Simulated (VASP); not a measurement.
Band structure of ZnCdSe₂ (space group R3m). Computed with LDA (Ceperley-Alder, Perdew-Zunger), VASP's LDA PAW potentials (set 64) (plane waves; VASP 6.6.1).

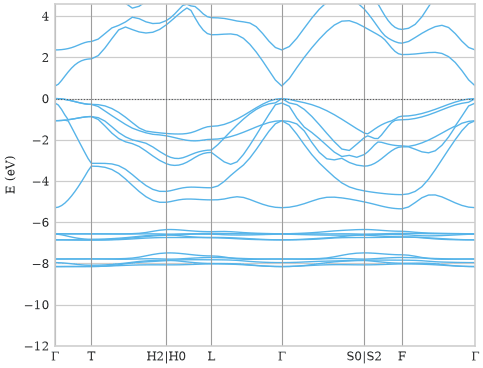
Figure. Bands along high-symmetry lines, zero at the valence-band maximum or, without a gap, the Fermi level

**Question.** Read the plot: is there a gap, and where are the band edges?

**Answer.** The gap is direct, 0.61 eV, from the valence maximum at Γ to the conduction minimum at Γ. (Edges off the drawn lines would not show.)

The structure comes from a computed database's ZnCdSe2 entry (R3m); how it stands against other phases isn't given here. It was relaxed first, which changed the volume by -9 %.
